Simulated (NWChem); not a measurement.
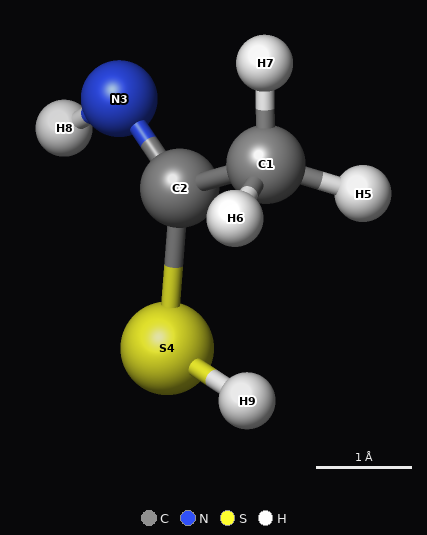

*The structure (ball-and-stick view, seen at a tilt; atoms are numbered from 1 in the order of the input).*

Run report: C2H5NS (charge +1), single-point calculation (part 1 of 2)

The run: single-point calculation of C2H5NS, charge +1, multiplicity 2. Method and program: PBE0/cc-pVDZ, UKS (NWChem 7.3.0).

The geometry is that of the parent species in another charge or spin state. The geometry comes from this level: PBE0-D4/def2-TZVP.

Input file
```
start nw
memory 2200 mb
charge 1
geometry units angstroms noautosym nocenter noautoz
 C      0.539700     0.823300    -0.338400
 C     -0.043800    -0.522700    -0.054500
 N      0.371500    -1.552400    -0.654500
 S     -1.341500    -0.591100     1.162800
 H      0.969200     1.255300     0.568800
 H     -0.231300     1.507700    -0.700900
 H      1.316700     0.718700    -1.094000
 H     -0.111800    -2.401800    -0.366400
 H     -1.380200     0.716700     1.459800
end
basis spherical bse
 * library cc-pVDZ
end
dft
 xc pbe0
 mult 2
 grid xfine
 convergence energy 1e-08
 iterations 100
 mulliken
 noprint "final vectors analysis"
end
task dft
```

Run on 1 thread of Intel Xeon (Granite Rapids), 16 GiB of memory available, shared host.

Run as:
```bash
nwchem nw.nw > nw.out
```

What the program printed
```
Northwest Computational Chemistry Package (NWChem) 7.3.0
             --------------------------------------------------------

           Job information
           ---------------

    nwchem branch   = 7.3.0
    use scalapack   = T
    input           = nw.nw
    prefix          = nw.
    data base       = ./nw.db
    status          = startup
    nproc           =        1

           Memory information
           ------------------

    heap     =     72089600 doubles =      550.0 Mbytes
    stack    =     72089597 doubles =      550.0 Mbytes
    global   =    144179200 doubles =     1100.0 Mbytes (distinct from heap & stack)
    total    =    288358397 doubles =     2200.0 Mbytes
    verify   = yes
    hardfail = no

           Directory information
           ---------------------

  0 permanent = .
  0 scratch   = .

                                NWChem Input Module
                                -------------------

 Scaling coordinates for geometry "geometry" by  1.889725989
 (inverse scale =  0.529177249)

                             Geometry "geometry" -> ""
                             -------------------------

 Output coordinates in angstroms (scale by  1.889725989 to convert to a.u.)

  No.       Tag          Charge          X              Y              Z
 ---- ---------------- ---------- -------------- -------------- --------------
    1 C                    6.0000     0.53970000     0.82330000    -0.33840000
    2 C                    6.0000    -0.04380000    -0.52270000    -0.05450000
    3 N                    7.0000     0.37150000    -1.55240000    -0.65450000
    4 S                   16.0000    -1.34150000    -0.59110000     1.16280000
    5 H                    1.0000     0.96920000     1.25530000     0.56880000
    6 H                    1.0000    -0.23130000     1.50770000    -0.70090000
    7 H                    1.0000     1.31670000     0.71870000    -1.09400000
    8 H                    1.0000    -0.11180000    -2.40180000    -0.36640000
    9 H                    1.0000    -1.38020000     0.71670000     1.45980000

      Atomic Mass
      -----------

      C                 12.000000
      N                 14.003070
      S                 31.972070
      H                  1.007825

 Effective nuclear repulsion energy (a.u.)     154.7656932842

            Nuclear Dipole moment (a.u.)
            ----------------------------
        X                 Y               Z
 ---------------- ---------------- ----------------
   -28.9609956380   -31.6041553782    21.7945877715

            XYZ format geometry
            -------------------
     9
 geometry
 C                     0.53970000     0.82330000    -0.33840000
 C                    -0.04380000    -0.52270000    -0.05450000
 N                     0.37150000    -1.55240000    -0.65450000
 S                    -1.34150000    -0.59110000     1.16280000
 H                     0.96920000     1.25530000     0.56880000
 H                    -0.23130000     1.50770000    -0.70090000
 H                     1.31670000     0.71870000    -1.09400000
 H                    -0.11180000    -2.40180000    -0.36640000
 H                    -1.38020000     0.71670000     1.45980000

 ==============================================================================
                                internuclear distances
 ------------------------------------------------------------------------------
       center one      |      center two      | atomic units |  angstroms
 ------------------------------------------------------------------------------
    2 C                |   1 C                |     2.82373  |     1.49425
    3 N                |   2 C                |     2.38492  |     1.26204
    4 S                |   2 C                |     3.36484  |     1.78060
    5 H                |   1 C                |     2.06500  |     1.09275
    6 H                |   1 C                |     2.06513  |     1.09282
    7 H                |   1 C                |     2.05763  |     1.08885
    8 H                |   3 N                |     1.92535  |     1.01885
    9 H                |   4 S                |     2.53537  |     1.34166
 ------------------------------------------------------------------------------
                         number of included internuclear distances:          8
 ==============================================================================

 ==============================================================================
                                 internuclear angles
 ------------------------------------------------------------------------------
        center 1       |       center 2       |       center 3       |  degrees
 ------------------------------------------------------------------------------
    2 C                |   1 C                |   5 H                |   110.60
    2 C                |   1 C                |   6 H                |   110.59
    2 C                |   1 C                |   7 H                |   108.90
    5 H                |   1 C                |   6 H                |   107.76
    5 H                |   1 C                |   7 H                |   109.49
    6 H                |   1 C                |   7 H                |   109.48
    1 C                |   2 C                |   3 N                |   121.07
    1 C                |   2 C                |   4 S                |   116.69
    3 N                |   2 C                |   4 S                |   122.24
    2 C                |   3 N                |   8 H                |   112.93
    2 C                |   4 S                |   9 H                |    97.75
 ------------------------------------------------------------------------------
                            number of included internuclear angles:         11
 ==============================================================================

 Summary of "ao basis" -> "" (spherical)
 ------------------------------------------------------------------------------
       Tag                 Description            Shells   Functions and Types
 ---------------- ------------------------------  ------  ---------------------
 *                          cc-pVDZ                   on all atoms

                                 NWChem DFT Module
                                 -----------------

                      Basis "ao basis" -> "ao basis" (spherical)
                      -----
  [basis functions not shown]

 Summary of "ao basis" -> "ao basis" (spherical)
 ------------------------------------------------------------------------------
       Tag                 Description            Shells   Functions and Types
 ---------------- ------------------------------  ------  ---------------------
 C                          cc-pVDZ                  6       14   3s2p1d
 N                          cc-pVDZ                  6       14   3s2p1d
 S                          cc-pVDZ                  8       18   4s3p1d
 H                          cc-pVDZ                  3        5   2s1p

 Summary of "ao basis" -> "ao basis" (spherical)
 ------------------------------------------------------------------------------
       Tag                 Description            Shells   Functions and Types
 ---------------- ------------------------------  ------  ---------------------
 C                          cc-pVDZ                  6       14   3s2p1d
 N                          cc-pVDZ                  6       14   3s2p1d
 S                          cc-pVDZ                  8       18   4s3p1d
 H                          cc-pVDZ                  3        5   2s1p

  Caching 1-el integrals
  itol2e modified to match energy
  convergence criterion.
  tol_rho modified to match energy
  convergence criterion.

            General Information
            -------------------
          SCF calculation type: DFT
          Wavefunction type:  spin polarized.
          No. of atoms     :     9
          No. of electrons :    39
           Alpha electrons :    20
            Beta electrons :    19
          Charge           :     1
          Spin multiplicity:     2
          Use of symmetry is: off; symmetry adaption is: off
          Maximum number of iterations: 100
          AO basis - number of functions:    85
                     number of shells:    41
          Convergence on energy requested:  1.00D-08
          Convergence on density requested:  1.00D-05
          Convergence on gradient requested:  5.00D-04

              XC Information
              --------------
                         PBE0 Method XC Functional
                     Hartree-Fock (Exact) Exchange  0.250
          PerdewBurkeErnzerhof Exchange Functional  0.750
            Perdew 1991 LDA Correlation Functional  1.000 local
           PerdewBurkeErnz. Correlation Functional  1.000 non-local

             Grid Information
             ----------------
          Grid used for XC integration:  xfine
          Radial quadrature: Mura-Knowles
          Angular quadrature: Lebedev.
          Tag              B.-S. Rad. Rad. Pts. Rad. Cut. Ang. Pts.
          ---              ---------- --------- --------- ---------
          C                   0.70      100          10.0      1454
          N                   0.65      100          10.0      1454
          S                   1.00      125          11.0      1454
          H                   0.35      100          11.0      1202
          Grid pruning is: on
          Number of quadrature shells:   925
          Spatial weights used:  Erf1

          Convergence Information
          -----------------------
          Convergence aids based upon iterative change in
          total energy or number of iterations.
          Levelshifting, if invoked, occurs when the
          HOMO/LUMO gap drops below (HL_TOL):  1.00D-02
          DIIS, if invoked, will attempt to extrapolate
          using up to (NFOCK): 10 stored Fock matrices.

                    Damping( 0%)  Levelshifting(0.5)       DIIS
                  --------------- ------------------- ---------------
          dE  on:    start            ASAP                start
          dE off:    2 iters        100 iters           100 iters
```
